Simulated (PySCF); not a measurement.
# Os(46+), Os(47+): ionisation energy in even-tempered 18s13p8d4f4g

Aim: the ionisation energy of osmium from differences of total energies, at each level of theory, and how far each lands from the tabulated value where there is one.

Method: unrestricted determinants in a Gaussian basis, no spin-orbit coupling in the energies. Code: PySCF 2.14.0.

### Step 1. Starting point

- Element: osmium (Z = 76)
- Basis: an uncontracted even-tempered set (18 s from 5.6 bohr⁻², ratio 2.5; 13 p from 7.3 bohr⁻², ratio 2.5; 8 d from 13 bohr⁻², ratio 2.5; 4 f from 33 bohr⁻², ratio 2.7; 4 g from 50 bohr⁻², ratio 2.7)
- Hamiltonian: the spin-free X2C one-electron Hamiltonian (Gaussian nucleus)
- State 1: Os(46+): [Ar] 3d10 4s2, closed-shell 1S
- State 2: Os(47+): [Ar] 3d10 4s1, 2S determinant
- Methods: UHF, LDA, PBE, PBE0, r2SCAN, B97-3, M06, MP2
- Core shells frozen in the correlated runs: outer shells: [Ne] (for Os(46+))

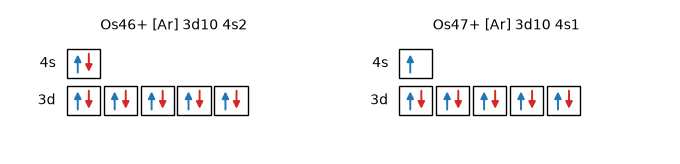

Outer shells as boxes.

The runs were made by one driver on top of PySCF. The scripts below sum up each run's settings (the driver also hands on starting orbitals that pick excited configurations, and frozen orbitals as a list rather than a count), and the logs come from the driver's own runs. The driver starts from symmetry-adapted Hartree-Fock orbitals, holds the occupation by maximum overlap and uses a logarithmic radial grid for functionals, so a plain start would take other cycles.

It was started by

```console
$ OMP_NUM_THREADS=2 python atomrun2.py TASK.json OUT
```

The integrals over 161 functions and the set-up took 1.3 s of CPU time.

### Step 2. Os(46+), method by method

**UHF**

File input.py:

```python
from pyscf import gto, scf, dft, mp, cc
mol = gto.M(atom="Os 0 0 0", charge=46, spin=0, symmetry="D2h",
            basis=gto.etbs([(0, 18, 5.6, 2.5), (1, 13, 7.3, 2.5), (2, 8, 13, 2.5), (3, 4, 33, 2.7), (4, 4, 50, 2.7)]),
            nucmod="G")
mf = scf.UHF(mol).sfx2c1e()
mf.irrep_nelec = {'Ag': (6, 6), 'B1g': (1, 1), 'B2g': (1, 1), 'B3g': (1, 1), 'B1u': (2, 2), 'B2u': (2, 2), 'B3u': (2, 2)}
mf.kernel()
```

Output:

```text
damping factor = 0
level_shift factor = 0
DIIS = <class 'pyscf.scf.diis.CDIIS'>
diis_start_cycle = 1
diis_space = 10
diis_damp = 0
SCF conv_tol = 1e-09
SCF conv_tol_grad = None
number electrons alpha = 15  beta = 15
cycle= 1 E= -15774.669986365  delta_E= -1.46e-11  |g|= 5.6e-06  |ddm|= 1.43e-05
converged SCF energy = -15774.669986365  <S^2> = 1.7763568e-15  2S+1 = 1
```

It took 9 s on 2 threads of Neoverse-V2, shared host, the integrals not counted.

The occupied shells:

```
shell  electrons  mean orbital energy (eV)  spread (eV)  rms radius (bohr)
   1s          2                  -76636.8            0             0.0200
   2s          2                  -15402.1            0             0.0807
   2p          6                  -13752.7            0             0.0737
   3s          2                   -5313.5            0              0.203
   3p          6                   -4812.8            0              0.204
   3d         10                   -4256.0            0              0.185
   4s          2                   -2548.0            0              0.411
```

⟨S²⟩ = 0.000, ⟨L²⟩ = 0.00.

Spin-orbit constants on these orbitals (cm⁻¹; bare nucleus, screened nucleus, mean field): 3p 1773000, 1726000, 1709000; 3d 279100, 242400, 237400.

The p, d and f levels are scalar averages; spin-orbit coupling splits them strongly at this Z.

**LDA**

input.py, as changed from the run before:

```diff
@@ -4,3 +4,3 @@
             nucmod="G")
-mf = scf.UHF(mol).sfx2c1e()
+mf = dft.UKS(mol, xc="LDA,VWN").sfx2c1e()
 mf.irrep_nelec = {'Ag': (6, 6), 'B1g': (1, 1), 'B2g': (1, 1), 'B3g': (1, 1), 'B1u': (2, 2), 'B2u': (2, 2), 'B3u': (2, 2)}
```

Output:

```text
damping factor = 0
level_shift factor = 0
DIIS = <class 'pyscf.scf.diis.CDIIS'>
diis_start_cycle = 1
diis_space = 10
diis_damp = 0
SCF conv_tol = 1e-09
SCF conv_tol_grad = None
number electrons alpha = 15  beta = 15
XC functionals = LDA,VWN
    P. A. M. Dirac.,  Math. Proc. Cambridge Philos. Soc. 26, 376 (1930)
    F. Bloch.,  Z. Phys. 57, 545 (1929)
    S. H. Vosko, L. Wilk, and M. Nusair.,  Can. J. Phys. 58, 1200 (1980)
cycle= 1 E= -15765.4097457733  delta_E= -0.0308  |g|= 0.0919  |ddm|= 0.106
cycle= 2 E= -15765.4097712989  delta_E= -2.55e-05  |g|= 0.0141  |ddm|= 0.00524
cycle= 3 E= -15765.4097723765  delta_E= -1.08e-06  |g|= 0.000896  |ddm|= 0.000718
cycle= 4 E= -15765.4097723813  delta_E= -4.8e-09  |g|= 4.54e-06  |ddm|= 4.07e-05
cycle= 5 E= -15765.4097723813  delta_E= 1.46e-11  |g|= 6.35e-08  |ddm|= 2.7e-07
converged SCF energy = -15765.4097723813  <S^2> = -1.7763568e-15  2S+1 = 1
```

Time after the integrals: 1 s (2 threads of Neoverse-V2, shared host).

**PBE**

input.py, as changed from the run before:

```diff
@@ -4,3 +4,3 @@
             nucmod="G")
-mf = dft.UKS(mol, xc="LDA,VWN").sfx2c1e()
+mf = dft.UKS(mol, xc="PBE").sfx2c1e()
 mf.irrep_nelec = {'Ag': (6, 6), 'B1g': (1, 1), 'B2g': (1, 1), 'B3g': (1, 1), 'B1u': (2, 2), 'B2u': (2, 2), 'B3u': (2, 2)}
```

Output:

```text
damping factor = 0
level_shift factor = 0
DIIS = <class 'pyscf.scf.diis.CDIIS'>
diis_start_cycle = 1
diis_space = 10
diis_damp = 0
SCF conv_tol = 1e-09
SCF conv_tol_grad = None
number electrons alpha = 15  beta = 15
XC functionals = PBE
    J. P. Perdew, K. Burke, and M. Ernzerhof.,  Phys. Rev. Lett. 77, 3865 (1996)
    J. P. Perdew, K. Burke, and M. Ernzerhof.,  Phys. Rev. Lett. 78, 1396 (1997)
    J. P. Perdew, K. Burke, and M. Ernzerhof.,  Phys. Rev. Lett. 77, 3865 (1996)
    J. P. Perdew, K. Burke, and M. Ernzerhof.,  Phys. Rev. Lett. 78, 1396 (1997)
cycle= 1 E= -15776.9093814718  delta_E= -0.0217  |g|= 0.0211  |ddm|= 0.113
cycle= 2 E= -15776.9093830904  delta_E= -1.62e-06  |g|= 0.00289  |ddm|= 0.00124
cycle= 3 E= -15776.9093831457  delta_E= -5.53e-08  |g|= 0.000367  |ddm|= 0.000186
cycle= 4 E= -15776.9093831464  delta_E= -7.44e-10  |g|= 3.41e-06  |ddm|= 1.62e-05
converged SCF energy = -15776.9093831464  <S^2> = 1.7763568e-15  2S+1 = 1
```

Time after the integrals: 1.1 s (2 threads of Neoverse-V2, shared host).

**PBE0**

input.py, as changed from the run before:

```diff
@@ -4,3 +4,3 @@
             nucmod="G")
-mf = dft.UKS(mol, xc="PBE").sfx2c1e()
+mf = dft.UKS(mol, xc="PBE0").sfx2c1e()
 mf.irrep_nelec = {'Ag': (6, 6), 'B1g': (1, 1), 'B2g': (1, 1), 'B3g': (1, 1), 'B1u': (2, 2), 'B2u': (2, 2), 'B3u': (2, 2)}
```

Output:

```text
damping factor = 0
level_shift factor = 0
DIIS = <class 'pyscf.scf.diis.CDIIS'>
diis_start_cycle = 1
diis_space = 10
diis_damp = 0
SCF conv_tol = 1e-09
SCF conv_tol_grad = None
number electrons alpha = 15  beta = 15
XC functionals = PBE0
    C. Adamo and V. Barone.,  J. Chem. Phys. 110, 6158 (1999)
    M. Ernzerhof and G. E. Scuseria.,  J. Chem. Phys. 110, 5029 (1999)
cycle= 1 E= -15776.7714173161  delta_E= -0.0121  |g|= 0.0177  |ddm|= 0.0871
cycle= 2 E= -15776.7714182197  delta_E= -9.04e-07  |g|= 0.00155  |ddm|= 0.00178
cycle= 3 E= -15776.7714182353  delta_E= -1.55e-08  |g|= 0.000249  |ddm|= 9.04e-05
cycle= 4 E= -15776.7714182356  delta_E= -3.51e-10  |g|= 2.13e-06  |ddm|= 1.18e-05
converged SCF energy = -15776.7714182356  <S^2> = -1.7763568e-15  2S+1 = 1
```

Time after the integrals: 2.6 s (2 threads of Neoverse-V2, shared host).

**r2SCAN**

input.py, as changed from the run before:

```diff
@@ -4,3 +4,3 @@
             nucmod="G")
-mf = dft.UKS(mol, xc="PBE0").sfx2c1e()
+mf = dft.UKS(mol, xc="R2SCAN").sfx2c1e()
 mf.irrep_nelec = {'Ag': (6, 6), 'B1g': (1, 1), 'B2g': (1, 1), 'B3g': (1, 1), 'B1u': (2, 2), 'B2u': (2, 2), 'B3u': (2, 2)}
```

Output:

```text
damping factor = 0
level_shift factor = 0
DIIS = <class 'pyscf.scf.diis.CDIIS'>
diis_start_cycle = 1
diis_space = 10
diis_damp = 0
SCF conv_tol = 1e-09
SCF conv_tol_grad = None
number electrons alpha = 15  beta = 15
XC functionals = R2SCAN
    J. W. Furness, A. D. Kaplan, J. Ning, J. P. Perdew, and J. Sun.,  J. Phys. Chem. Lett. 11, 8208-8215 (2020)
    J. W. Furness, A. D. Kaplan, J. Ning, J. P. Perdew, and J. Sun.,  J. Phys. Chem. Lett. 11, 9248-9248 (2020)
    J. W. Furness, A. D. Kaplan, J. Ning, J. P. Perdew, and J. Sun.,  J. Phys. Chem. Lett. 11, 8208-8215 (2020)
    J. W. Furness, A. D. Kaplan, J. Ning, J. P. Perdew, and J. Sun.,  J. Phys. Chem. Lett. 11, 9248-9248 (2020)
cycle= 1 E= -15777.0476010693  delta_E= -0.011  |g|= 0.0295  |ddm|= 0.0394
cycle= 2 E= -15777.0476050475  delta_E= -3.98e-06  |g|= 0.00438  |ddm|= 0.00313
cycle= 3 E= -15777.0476051714  delta_E= -1.24e-07  |g|= 0.000418  |ddm|= 0.000234
cycle= 4 E= -15777.0476051723  delta_E= -8.71e-10  |g|= 3.25e-06  |ddm|= 1.92e-05
converged SCF energy = -15777.0476051723  <S^2> = -1.7763568e-15  2S+1 = 1
```

Time after the integrals: 2.6 s (2 threads of Neoverse-V2, shared host).

**B97-3**

input.py, as changed from the run before:

```diff
@@ -4,3 +4,3 @@
             nucmod="G")
-mf = dft.UKS(mol, xc="R2SCAN").sfx2c1e()
+mf = dft.UKS(mol, xc="HYB_GGA_XC_B97_3").sfx2c1e()
 mf.irrep_nelec = {'Ag': (6, 6), 'B1g': (1, 1), 'B2g': (1, 1), 'B3g': (1, 1), 'B1u': (2, 2), 'B2u': (2, 2), 'B3u': (2, 2)}
```

Output:

```text
damping factor = 0
level_shift factor = 0
DIIS = <class 'pyscf.scf.diis.CDIIS'>
diis_start_cycle = 1
diis_space = 10
diis_damp = 0
SCF conv_tol = 1e-09
SCF conv_tol_grad = None
number electrons alpha = 15  beta = 15
XC functionals = HYB_GGA_XC_B97_3
    T. W. Keal and D. J. Tozer.,  J. Chem. Phys. 123, 121103 (2005)
cycle= 1 E= -15776.511238992  delta_E= -0.0114  |g|= 0.0339  |ddm|= 0.0716
cycle= 2 E= -15776.5112397435  delta_E= -7.51e-07  |g|= 0.00144  |ddm|= 0.00189
cycle= 3 E= -15776.5112397548  delta_E= -1.13e-08  |g|= 0.000259  |ddm|= 6.75e-05
cycle= 4 E= -15776.5112397552  delta_E= -3.97e-10  |g|= 3.26e-07  |ddm|= 1.2e-05
converged SCF energy = -15776.5112397552  <S^2> = 0  2S+1 = 1
```

It took 2.6 s on 2 threads of Neoverse-V2, shared host, the integrals not counted.

**M06**

input.py, as changed from the run before:

```diff
@@ -4,3 +4,3 @@
             nucmod="G")
-mf = dft.UKS(mol, xc="HYB_GGA_XC_B97_3").sfx2c1e()
+mf = dft.UKS(mol, xc="M06").sfx2c1e()
 mf.irrep_nelec = {'Ag': (6, 6), 'B1g': (1, 1), 'B2g': (1, 1), 'B3g': (1, 1), 'B1u': (2, 2), 'B2u': (2, 2), 'B3u': (2, 2)}
```

Output:

```text
damping factor = 0
level_shift factor = 0
DIIS = <class 'pyscf.scf.diis.CDIIS'>
diis_start_cycle = 1
diis_space = 10
diis_damp = 0
SCF conv_tol = 1e-09
SCF conv_tol_grad = None
number electrons alpha = 15  beta = 15
XC functionals = M06
    Y. Zhao and D. G. Truhlar.,  Theor. Chem. Acc. 120, 215 (2008)
    Y. Zhao and D. G. Truhlar.,  Theor. Chem. Acc. 120, 215 (2008)
cycle= 1 E= -15777.5058358198  delta_E= -0.0104  |g|= 0.138  |ddm|= 0.151
cycle= 2 E= -15777.5058417364  delta_E= -5.92e-06  |g|= 0.00512  |ddm|= 0.00611
cycle= 3 E= -15777.5058418726  delta_E= -1.36e-07  |g|= 0.000886  |ddm|= 0.00018
cycle= 4 E= -15777.505841877  delta_E= -4.42e-09  |g|= 1.01e-05  |ddm|= 4.1e-05
cycle= 5 E= -15777.505841877  delta_E= -3.64e-12  |g|= 1.05e-07  |ddm|= 2.07e-07
converged SCF energy = -15777.505841877  <S^2> = -3.5527137e-15  2S+1 = 1
```

It took 5 s on 2 threads of Neoverse-V2, shared host, the integrals not counted.

**MP2 (outer shells)**

input.py, as changed from the run before:

```diff
@@ -4,4 +4,5 @@
             nucmod="G")
-mf = dft.UKS(mol, xc="M06").sfx2c1e()
+mf = scf.UHF(mol).sfx2c1e()
 mf.irrep_nelec = {'Ag': (6, 6), 'B1g': (1, 1), 'B2g': (1, 1), 'B3g': (1, 1), 'B1u': (2, 2), 'B2u': (2, 2), 'B3u': (2, 2)}
 mf.kernel()
+mp.UMP2(mf, frozen=5).kernel()
```

No log was kept for this step.

Time after the integrals: 3 s (2 threads of Neoverse-V2, shared host).

With 20 electrons correlated, the MP2 correlation energy is -0.98294 hartree (-0.32617 same spin, -0.65677 opposite spin); the SCS form gives -0.89685. Largest pairs of shells: 3d-3d -0.4208, 3p-3d -0.2278, 3d-4s -0.1008, 3p-3p -0.0657, 4s-4s -0.0566.

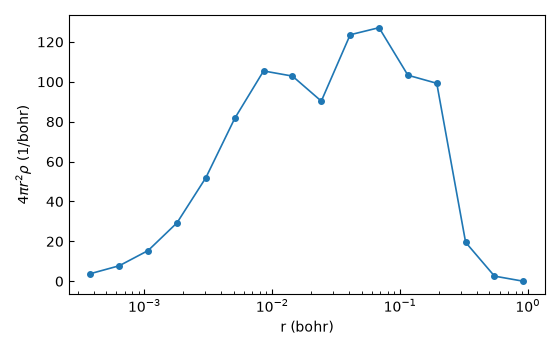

Radial density 4πr²ρ of Os(46+) at UHF, without picture-change correction, at 16 stored radii joined by straight lines.

(Part 1 of 2 ends here.)
